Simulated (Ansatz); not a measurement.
# Pressure series in Ge

Take Ge in the diamond structure (space group Fd-3m, No. 227; a = 5.762 Å) as the base.

Cell and atoms are relaxed at each pressure.

Levels (all Ansatz, an electronic-structure program, PAW, earlier PAW set): PBE (420 eV, no SOC); PBEsol (420 eV, no SOC).

The base cell above is that of PBE; each level relaxes its own structures.

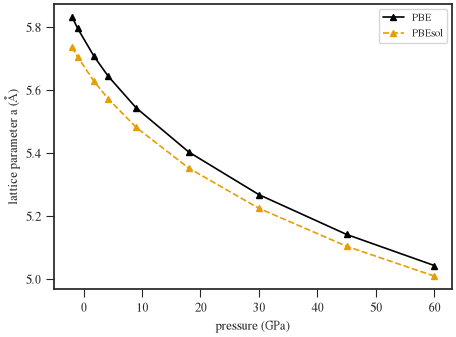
Figure: Lattice parameter a under two levels

### Question
How do the two levels compare along the series?

### Answer
PBE lies above PBEsol in every row, by 0.034 Å to 0.097 Å. They put the cases in the same order.

Load acts through the strain it causes; cell and atoms are relaxed under it. Whether these cells are dynamically stable was not tested. Tetrahedral semiconductors of this kind turn to denser phases somewhere between about 1 and 50 GPa; those were not computed, so compressed cells here can lie past the real transition.
